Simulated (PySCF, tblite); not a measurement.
# C₄H₆NO radical: geometry, infrared bands and EPR parameters

Aim: predict the infrared bands and EPR parameters of C₄H₆NO radical (`C=C(C)N[C]=O`).

Computed with tblite 0.8.0 and PySCF 2.14.0, with density-fitted response routines of our own, on a single molecule in the gas phase. Atoms count from 0, in the outputs and in this text.

### Step 1. The starting structure

12 atoms, charge 0, multiplicity 2; geometry from: force field or distance geometry start.

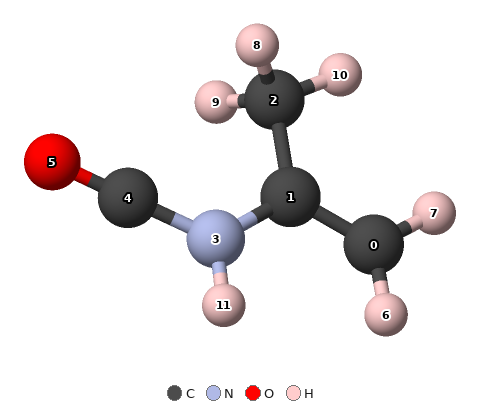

As it starts; carbon dark grey, nitrogen light blue, oxygen red, hydrogen pink, atoms numbered.

### Step 2. Optimising the geometry with GFN2-xTB

Job settings and geometry (Å):

```
{"job": {"kind": "relax", "xc": "GFN2-xTB", "basis": "xTB"}, "charge": 0, "multiplicity": 2}
C     -1.251300    -0.790400    -0.877500
C     -0.278200    -0.179500    -0.207800
C     -0.452900     1.172900     0.425100
N      0.933100    -0.819000    -0.077500
C      1.979800    -0.304400     0.599400
O      2.895800     0.145500     1.164200
H     -1.139000    -1.763600    -1.332300
H     -2.222700    -0.308100    -0.996700
H      0.253400     1.892700     0.001900
H     -0.323800     1.129900     1.511100
H     -1.471900     1.567300     0.239700
H      1.078900    -1.744100    -0.475600
```

Launch:

```console
> OMP_NUM_THREADS=1 python probes_run.py task.json out
```

This one command runs all jobs of the session in turn.

Output:

```text
step      E/eV     max force
  0    -503.04517    6.566
  1    -502.63491   13.206
  2    -503.28871    0.996
  3    -503.30484    0.643
  4    -503.31150    0.328
  5    -503.32534    0.782
  6    -503.33664    0.980
  7    -503.36027    1.412
  8    -503.37936    2.556
  9    -503.44251    1.675
 10    -503.64657    1.466
 11    -503.72023    2.854
 12    -503.78105    0.853
 13    -503.82372    0.703
 14    -503.84828    1.369
 15    -503.86308    1.390
 16    -503.88535    0.963
 17    -503.89702    0.369
 18    -503.90475    0.220
 19    -503.91057    0.398
 20    -503.91621    0.276
 21    -503.92046    0.190
 22    -503.92342    0.163
 23    -503.92666    0.309
 24    -503.93142    0.381
 25    -503.93705    0.261
 26    -503.94138    0.172
 27    -503.94392    0.146
 28    -503.94545    0.201
 29    -503.94659    0.164
 30    -503.94738    0.060
 31    -503.94776    0.051
 32    -503.94794    0.056
 33    -503.94807    0.048
 34    -503.94818    0.037
 35    -503.94824    0.021
 36    -503.94827    0.019
 37    -503.94829    0.017
 38    -503.94832    0.015
 39    -503.94836    0.018
 40    -503.94839    0.020
 41    -503.94841    0.013
 42    -503.94842    0.014
 43    -503.94843    0.009
```

Wall time 0.17 s (1 thread of Arm Neoverse V1, shared host).

Along the way: (not every step is listed) (the energy doesn't fall at every step)

| step | energy from step 0 (eV) | largest force (eV/Å) |
| --- | --- | --- |
| 0 | 0.0000 | 6.5658 |
| 1 | 0.4103 | 13.2060 |
| 2 | -0.2435 | 0.9959 |
| 3 | -0.2597 | 0.6432 |
| 4 | -0.2663 | 0.3275 |
| 5 | -0.2802 | 0.7817 |
| 6 | -0.2915 | 0.9800 |
| 7 | -0.3151 | 1.4116 |
| 8 | -0.3342 | 2.5564 |
| 11 | -0.6751 | 2.8536 |
| 14 | -0.8031 | 1.3691 |
| 17 | -0.8519 | 0.3694 |
| 20 | -0.8710 | 0.2765 |
| 23 | -0.8815 | 0.3092 |
| 26 | -0.8962 | 0.1719 |
| 29 | -0.9014 | 0.1637 |
| 32 | -0.9028 | 0.0559 |
| 35 | -0.9031 | 0.0205 |
| 38 | -0.9032 | 0.0149 |
| 39 | -0.9032 | 0.0184 |
| 40 | -0.9032 | 0.0196 |
| 41 | -0.9032 | 0.0135 |
| 42 | -0.9033 | 0.0136 |
| 43 | -0.9033 | 0.0095 |

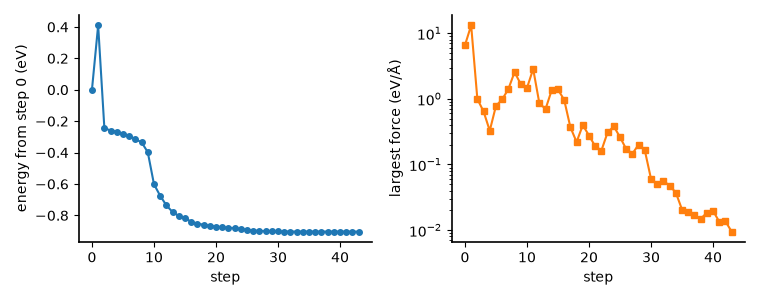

Energy and largest force along the relaxation.

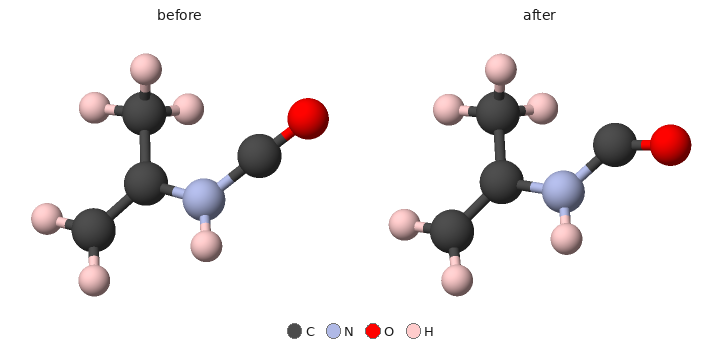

The geometry before (left) and after (right).

Distances of close pairs at the start and the end, largest changes first:

| bond | before (Å) | after (Å) | change (Å) |
| --- | --- | --- | --- |
| C4–O5 | 1.166 | 1.203 | +0.037 |
| C1–N3 | 1.376 | 1.400 | +0.024 |
| N3–C4 | 1.349 | 1.325 | -0.024 |
| C2–H10 | 1.108 | 1.085 | -0.023 |
| C0–H7 | 1.091 | 1.073 | -0.018 |
| C1–C2 | 1.503 | 1.494 | -0.009 |
| N3–H11 | 1.018 | 1.026 | +0.008 |
| C2–H9 | 1.094 | 1.089 | -0.006 |

The end geometry stands in the next job.

### Step 3. Vibrational analysis with GFN2-xTB

Job settings and geometry (Å):

```
{"job": {"kind": "ir", "xc": "GFN2-xTB", "basis": "xTB"}, "charge": 0, "multiplicity": 2}
C     -1.229465    -0.810245    -0.879331
C     -0.315476    -0.137303    -0.191387
C     -0.531539     1.211913     0.413592
N      0.959947    -0.676935     0.016430
C      1.920765    -0.063767     0.691143
O      3.050096    -0.383390     0.955283
H     -1.029128    -1.781669    -1.297761
H     -2.210428    -0.408374    -1.045592
H      0.186478     1.922330     0.006899
H     -0.379122     1.166323     1.490784
H     -1.537714     1.563552     0.209451
H      1.116782    -1.603119    -0.395537
```

Output:

```text
mode    cm-1     km/mol
  1      96.6      3.44
  2     132.5      1.28
  3     175.1      5.33
  4     233.7      0.29
  5     370.6      3.07
  6     452.5      7.28
  7     482.9      2.31
  8     564.6      8.84
  9     622.7    127.11
 10     706.8      5.28
 11     849.4     39.55
 12     891.0      0.41
 13     946.0      0.02
 14    1028.3      2.39
 15    1041.7      3.66
 16    1252.7     24.52
 17    1267.9      6.23
 18    1339.5    152.28
 19    1394.0     30.72
 20    1419.2     13.52
 21    1458.1      8.28
 22    1468.9      8.59
 23    1718.1     95.90
 24    1853.1    751.17
 25    3015.6     15.05
 26    3028.9     11.71
 27    3069.1     16.35
 28    3114.7      2.03
 29    3116.1     28.48
 30    3165.8     19.49
```

Wall time 0.21 s (1 thread of Arm Neoverse V1, shared host).

The strongest bands and the atoms that carry them (share of the mass-weighted mode):

| cm⁻¹ | km/mol | atoms |
| --- | --- | --- |
| 623 | 127.1 | H11 73 %, N3 16 % |
| 849 | 39.5 | H7 38 %, H6 37 %, C0 22 % |
| 1253 | 24.5 | H11 40 %, C4 32 %, N3 16 % |
| 1340 | 152.3 | N3 45 %, C1 26 % |
| 1394 | 30.7 | H8 22 %, H9 22 %, H10 19 %, C2 18 % |
| 1718 | 95.9 | C1 56 %, C0 36 % |
| 1853 | 751.2 | C4 63 %, O5 34 % |
| 3116 | 28.5 | H11 46 %, H6 43 % |

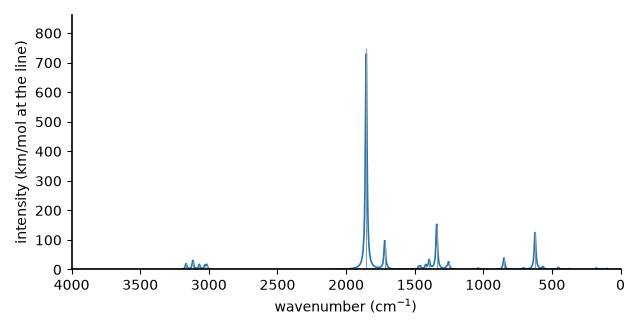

The infrared spectrum from these modes, unscaled. Lines are broadened to a width of 14 cm⁻¹ (Lorentzian).

### Step 4. EPR parameters: B3LYP/pcH-1

The job, as its differences from that of step 3:

```diff
@@ -1,2 +1,2 @@
-{"job": {"kind": "ir", "xc": "GFN2-xTB", "basis": "xTB"}, "charge": 0, "multiplicity": 2}
+{"job": {"kind": "epr", "basis": "pcH-1"}, "charge": 0, "multiplicity": 2}
 C     -1.229465    -0.810245    -0.879331
```

Method: UKS B3LYP, pcH-1 on C H N O, non-relativistic, mean-field spin-orbit, GIAO.

Output:

```text
UKS, coarse grid
  cycle   1  E = -285.82261367  |g| = 6.14e-01
  cycle   2  E = -285.05739763  |g| = 1.51e+00
  cycle   3  E = -285.96085872  |g| = 1.79e-01
  cycle   4  E = -285.97437633  |g| = 6.64e-02
  cycle   5  E = -285.97612965  |g| = 2.27e-02
  cycle   6  E = -285.97636906  |g| = 7.25e-03
  cycle   7  E = -285.97639111  |g| = 3.06e-03
  cycle   8  E = -285.97639569  |g| = 1.16e-03
  cycle   9  E = -285.97639686  |g| = 5.06e-04
UKS, final grid
  cycle   1  E = -285.97639564  |g| = 6.92e-04
  cycle   2  E = -285.97639535  |g| = 1.09e-03
  cycle   3  E = -285.97639586  |g| = 1.59e-04
  cycle   4  E = -285.97639587  |g| = 6.17e-05
  cycle   5  E = -285.97639588  |g| = 5.11e-05
  cycle   6  E = -285.97639588  |g| = 1.61e-05
E = -285.97639588 Eh   <S^2> = 0.7532 (exact 0.7500)
g shifts (ppm)      1          2          3
  rmc          -233       -233       -233
  gc             45         31         28
  oz_so       -3259       -209       2299
  total       -3447       -412       2094
hyperfine (MHz)  atom isotope    a_iso     a_fc   dipolar eigenvalues
    0   13C       1.21       1.21     -2.21      0.73      1.48
    1   13C       6.27       6.27     -1.46     -0.10      1.56
    2   13C       8.67       8.67     -1.54     -0.57      2.10
    3   14N      69.07      69.07     -4.93     -3.55      8.48
    4   13C     443.34     443.34    -48.88    -45.00     93.87
    5   17O     -47.53     -47.53   -114.72     56.33     58.39
    6    1H       1.05       1.05     -1.52     -1.22      2.74
    7    1H       0.73       0.73     -0.90     -0.55      1.46
    8    1H       5.32       5.32     -5.09     -2.51      7.60
    9    1H       5.27       5.27     -5.06     -2.50      7.56
   10    1H       9.68       9.68     -1.67     -1.41      3.08
   11    1H      88.59      88.59     -6.98     -2.22      9.21
```

Wall time 30 s (1 thread of Arm Neoverse V1, shared host); peak memory 0.74 GiB.

Principal g values 1.99887, 2.00191, 2.00441; g(iso) = 2.00173, against 2.00232 for a free electron.

Hyperfine couplings; where a row names several nuclei, a(iso) is their mean (it holds for fast rotation or exchange) and the dipolar term the largest among them:

| nuclei | isotope | a(iso) (MHz) | a(iso) (G, at g = 2.0023) | largest dipolar term (MHz) |
| --- | --- | --- | --- | --- |
| C4 | 13C | 443.3 | 158.2 | 93.9 |
| H11 | 1H | 88.6 | 31.6 | 9.2 |
| N3 | 14N | 69.1 | 24.6 | 8.5 |
| O5 | 17O | -47.5 | -17.0 | -114.7 |
| C2 | 13C | 8.7 | 3.1 | 2.1 |
| H8, H9, H10 | 1H | 6.8 | 2.4 | 7.6 |
| C1 | 13C | 6.3 | 2.2 | 1.6 |
| C0 | 13C | 1.2 | 0.4 | -2.2 |
| H6 | 1H | 1.0 | 0.4 | 2.7 |
| H7 | 1H | 0.7 | 0.3 | 1.5 |

Mulliken spin populations:

| atom | value (e) |
| --- | --- |
| C0 | -0.01 |
| C1 | -0.01 |
| C2 | 0.01 |
| N3 | -0.01 |
| C4 | 0.65 |
| O5 | 0.29 |
| H6 | 0.00 |
| H7 | 0.00 |
| H8 | 0.00 |
| H9 | 0.00 |
| H10 | 0.01 |
| H11 | 0.07 |

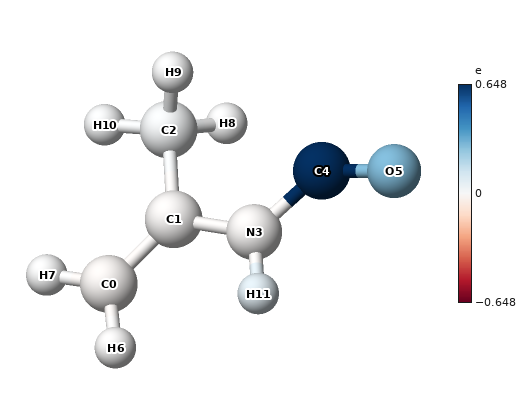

Mulliken spin populations, as colours on the atoms.

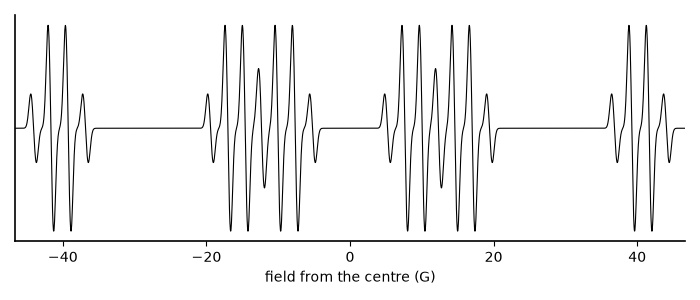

First-order isotropic spectrum (first derivative, main isotopes with spin only, couplings over 0.8 MHz, Gaussian width 0.3 G; couplings of the frozen geometry, rotation of groups not averaged beyond the rows shown).

Orbitals, density, ELF and potential are computed afterwards from the orbital file.

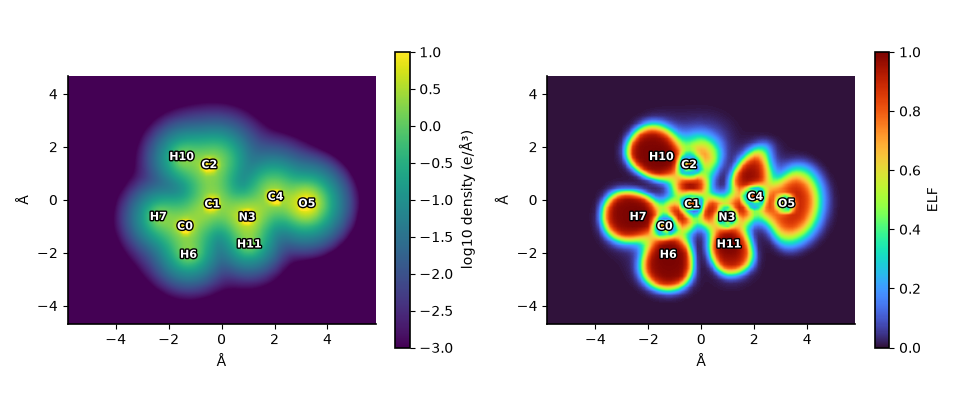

Density (left) and ELF (right) in a plane through or near 10 of the atoms.

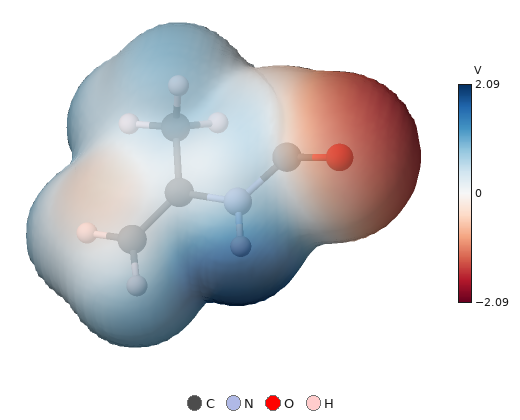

The potential that a unit positive charge feels on the 0.002 e/bohr³ surface, from -1.53 V near O5 to 2.09 V near H11.

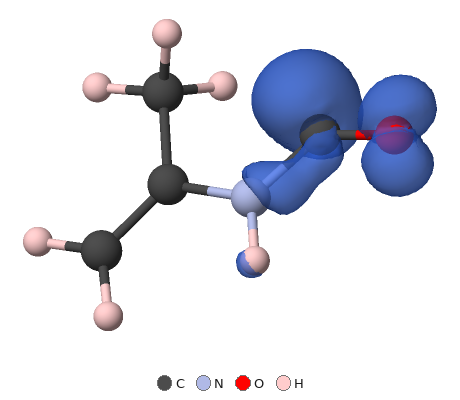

Spin density at ±0.06 e/Å³ (alpha excess blue, beta excess red).

### Step 5. What came out

| quantity | value |
| --- | --- |
| strongest single infrared mode (GFN2-xTB) | 1853 cm⁻¹, 751 km/mol |
| zero-point energy (GFN2-xTB) | 57.6 kcal/mol |
| g(iso) (B3LYP) | 2.00173 |
| ⟨S²⟩ | 0.753 (exact 0.75) |
| largest a(iso) (averaged by class) | 13C on C4, 443.3 MHz |
| potential on the surface of density 0.002 e/bohr³, 1st and 99th percentile | -1.53 V and 2.09 V |

What this shows: The optimisation took 43 steps and gained 0.903 eV; among the close pairs (by a distance rule), C4–O5 changed most, from 1.166 to 1.203 Å. No mode is imaginary among the 30: a minimum at this level. The strongest single mode, at 1853 cm⁻¹, moves mainly C4 and O5. GFN2-xTB is a fitted tight-binding method: band positions and strengths are rough. Its intensities can rank the bands wrongly. The largest share of the spin, 0.65 e, sits on C4. The isotropic g lies 0.6 ppt below the free-electron value. These values are for one conformer; the search (at its own cheap level) found 2 more, at 0.96, 1.55 kcal/mol, and measured spectra average over such forms.
